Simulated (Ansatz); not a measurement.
**BHLYP/STO-3G run of GeH2Cl− (SMILES [Cl][GeH2-])**

What is the vertical singlet–triplet gap of GeH2Cl− at BHLYP/STO-3G? 

Program for the calculation: Ansatz 0.2.0.

6 further runs of the same task are left out: 5 that didn't finish, 1 set aside as unsound or not needed.

## Step 1: The molecule

GeH2Cl− has 4 atoms, charge -1, and is taken as a singlet. As SMILES, `[Cl][GeH2-]`. The shape comes from GFN2-xTB, which is rough for such elements, and wasn't checked as a minimum.

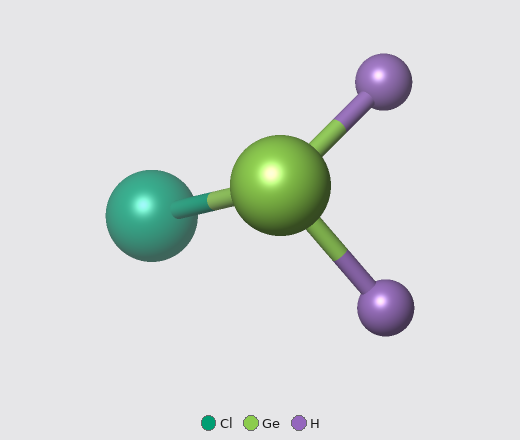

Viewed from a chosen angle; chlorine teal, germanium green, hydrogen purple.

## Step 2: The energy at BHLYP/STO-3G

input.yaml

```yaml
crystal:
  periodic: [false, false, false]
  atoms:
    - {symbol: Cl, position_ang: [-1.566020, 0.389730, 1.014420]}
    - {symbol: Ge, position_ang: [0.036260, -0.806600, -0.163840]}
    - {symbol: H, position_ang: [0.151880, 0.384060, -1.448900]}
    - {symbol: H, position_ang: [1.377880, 0.032810, 0.598330]}
basis:
  gaussian: {orbitals: STO-3G}
total_charge: -1
hamiltonian: {xc: {name: BHLYP}}
accuracy: high
```

The run is started by

```sh
$ ansatz run input.yaml --threads 1 --pin off --max-ram 2610MiB --events-out events.jsonl --progress --plain --runs-dir runs
```

What it wrote:

```text
Warning: RAYON_NUM_THREADS=1 ignored (pool sized by the plan → 1); use --threads N
Functional definition: BHLYP
  name "BHLYP"
  parameter a = 0.5
  exchange = (1 - a)*b88_x + a*exact_x
  correlation = lyp_c
419 factors; integrals over basis functions are off by at most 4.7e-9 eV
mean field evaluation 1: about -68284.4693 eV, gradient 9.1e0 eV
mean field evaluation 2: about -68284.8434 eV, gradient 4.3e0 eV
mean field evaluation 4: about -68284.9425 eV, gradient 8.2e-2 eV
mean field evaluation 8: about -68284.9404 eV, gradient 1.1e-3 eV
mean field evaluation 16: about -68284.9404 eV, gradient 7.2e-8 eV
mean field -68284.94038546 eV, -2509.4252739706 hartree, gradient 7.1e-8 eV, S^2 0.000000; 0 other end points of the search recorded, 0 dependent functions left out
reference -68284.94040408 eV, -2509.4252746548 hartree; 26, 26 occupied and 3, 3 virtual orbitals, 419 factors
Total energy: -68284.94040408 eV, -2509.4252746548 hartree
```

It took 1.4 s on 1 thread of Arm Neoverse V1, shared host; peak memory 0.098 GiB.

## Step 3: The triplet, same level

job.yaml

```yaml
crystal:
  periodic: [false, false, false]
  atoms:
    - {symbol: Cl, position_ang: [-1.566020, 0.389730, 1.014420]}
    - {symbol: Ge, position_ang: [0.036260, -0.806600, -0.163840]}
    - {symbol: H, position_ang: [0.151880, 0.384060, -1.448900]}
    - {symbol: H, position_ang: [1.377880, 0.032810, 0.598330]}
basis:
  gaussian: {orbitals: STO-3G}
magnetization: {spin_polarized: true, initial_magnetization: 2}
hamiltonian: {xc: {name: BHLYP}}
accuracy: high
total_charge: -1
```

The run is started by

```sh
$ ansatz run job.yaml --threads 1 --pin off --max-ram 2610MiB --events-out events.jsonl --progress --plain --runs-dir runs
```

What it wrote:

```text
Warning: RAYON_NUM_THREADS=1 ignored (pool sized by the plan → 1); use --threads N
[... 5 set-up lines as earlier in the session ...]
419 factors; integrals over basis functions are off by at most 4.7e-9 eV
mean field evaluation 1: about -68278.9859 eV, gradient 5.3e0 eV
mean field evaluation 2: about -68279.2639 eV, gradient 2.4e0 eV
mean field evaluation 4: about -68279.3450 eV, gradient 2.1e-1 eV
mean field evaluation 8: about -68279.3731 eV, gradient 3.7e-2 eV
mean field evaluation 16: about -68279.3737 eV, gradient 3.6e-3 eV
mean field evaluation 32: about -68279.3737 eV, gradient 4.4e-6 eV
mean field -68279.37370777 eV, -2509.2207023389 hartree, gradient 8.7e-8 eV, S^2 2.000972; 6 other end points of the search recorded, 0 dependent functions left out
reference -68279.37372622 eV, -2509.2207030169 hartree; 27, 25 occupied and 2, 4 virtual orbitals, 419 factors
Total energy: -68279.37372622 eV, -2509.2207030169 hartree
```

It took 4.8 s on 1 thread of Arm Neoverse V1, shared host; peak memory 0.14 GiB.

## Step 4: What came out

At BHLYP/STO-3G:

| quantity | value |
| --- | --- |
| singlet: total energy | -2509.42527 Eh |
| triplet: total energy | -2509.22070 Eh |
| triplet: ⟨S²⟩ | 2.001 |
| vertical energy of the triplet above the singlet | 5.567 eV |

**Reading.** At this shape the triplet lies 5.57 eV (128 kcal/mol) above the singlet. For an anion a state so high probably lies above electron detachment. In a minimal basis such a difference can be off by several eV, whatever the method.
